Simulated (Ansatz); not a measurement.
**SrTiO3 (cubic perovskite), map of one atom of the cell**

Starting cell, SrTiO3 (cubic perovskite):

```
CELL_PARAMETERS angstrom
      3.90753     0.00000     0.00000
      0.00000     3.90753     0.00000
      0.00000     0.00000     3.90753
ATOMIC_POSITIONS crystal
  Sr 0.00000 0.00000 0.00000
  Ti 0.50000 0.50000 0.50000
  O  0.00000 0.50000 0.50000
  O  0.50000 0.50000 0.00000
  O  0.50000 0.00000 0.50000
```

Two-dimensional scan of atom 1 (Sr, nearest neighbour O at 2.763 Å; its periodic images, 3.9 Å or more away, move with it): u runs along (1.000, 0.000, 0.000), v along (0.000, 1.000, 0.000) (Cartesian). Cell and other atoms are fixed.

Level of theory: r2SCAN (plane waves to 500 eV, PAW, scalar-relativistic; Ansatz, a first-principles code). k mesh 7×7×7 (Γ-centred), Fermi-Dirac smearing 0.05 eV. E stands for the smeared free energy. Points where atoms come too close for the PAW data are left out (x in tables, blank in figures). SrTiO3 is run without spin polarisation. SrTiO3 was relaxed with its symmetry unable to fall. The PAW data are Ansatz's earlier set. ΔE is measured from the undisplaced structure. Axes are in Å.

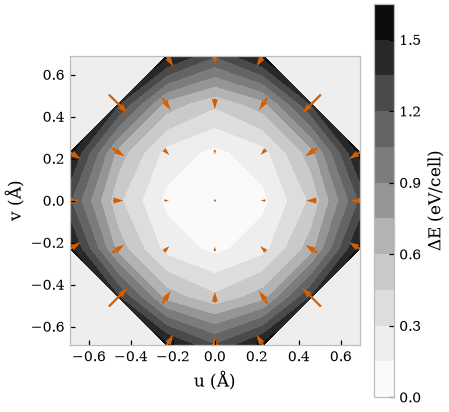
ΔE (eV/cell) over the plane, with arrows for the in-plane force on the moved atom.

Centre of the map: a minimum. Principal force constants in the plane (five-point differences of the forces): 4.0 eV/Å², isotropic. Lowest place on the grid: u = 0.000 Å, v = 0.000 Å (0 meV/cell).

(For displaced atoms, the force is minus the slope of the energy, and its curvature is a force constant, which sets phonon frequencies.)
